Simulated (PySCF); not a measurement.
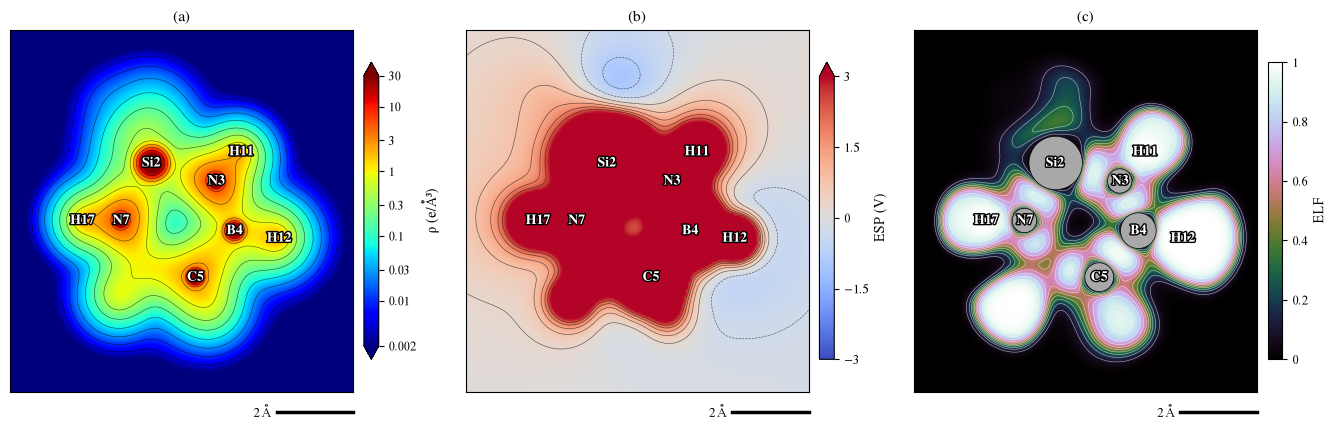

Figure 1: C$_{2}$H$_{10}$BN$_{3}$Si. (a) electron density; (b) molecular electrostatic potential; (c) ELF on the plane of atoms N3, B4 and C5. Grey discs cover the atomic cores in the ELF map.

Geometry: GFN2-xTB.

Computed with PBE0/pcSseg-1, SCF density, gas phase, non-relativistic in PySCF 2.14.0.

```yaml
atoms:
  - { symbol: N, position_ang: [2.5732, -0.5182, 1.0570] }
  - { symbol: Si, position_ang: [1.3087, -0.0952, -0.0352] }
  - { symbol: N, position_ang: [0.1769, -1.4188, -0.0699] }
  - { symbol: B, position_ang: [-1.1992, -1.3250, 0.0938] }
  - { symbol: C, position_ang: [-1.8540, 0.0908, 0.4050] }
  - { symbol: C, position_ang: [-1.0478, 1.3113, -0.0381] }
  - { symbol: N, position_ang: [0.3226, 1.2286, 0.4449] }
  - { symbol: H, position_ang: [2.3187, -0.7923, 1.9925] }
  - { symbol: H, position_ang: [3.3816, 0.0787, 1.0877] }
  - { symbol: H, position_ang: [1.9581, 0.0062, -1.3516] }
  - { symbol: H, position_ang: [0.5854, -2.3261, -0.2306] }
  - { symbol: H, position_ang: [-1.8658, -2.2942, 0.0594] }
  - { symbol: H, position_ang: [-2.8559, 0.1725, -0.0224] }
  - { symbol: H, position_ang: [-1.9840, 0.1486, 1.4903] }
  - { symbol: H, position_ang: [-1.0766, 1.3838, -1.1355] }
  - { symbol: H, position_ang: [-1.5010, 2.2236, 0.3655] }
  - { symbol: H, position_ang: [0.7519, 2.1378, 0.5270] }
```

Read the bonding off the picture.

Answer. The plane passes through Si, N, B, C and H nuclei.
B–N (1.39 Å): ρ is about 2 e/Å³ halfway; the ELF peaks at about 0.90 between the atoms: a short, strongly polar bond.
C–B (1.59 Å): ρ is about 1.4 e/Å³ halfway; the ELF peaks at about 1 between the atoms: a covalent bond.
Si–N (1.72 Å): the density is about 1.1 e/Å³ at the midpoint; the ELF peaks at about 0.90 between the atoms, as expected for a polar covalent bond.
N–H (1.01 Å): ρ is about 2.8 e/Å³ halfway; the ELF climbs to about 1 towards the hydrogen, as it does in any bond to H: an ordinary covalent bond to hydrogen.
Outside the dense part of the molecule the potential is most negative (−1.0 V) near N1, which lies off the plane.
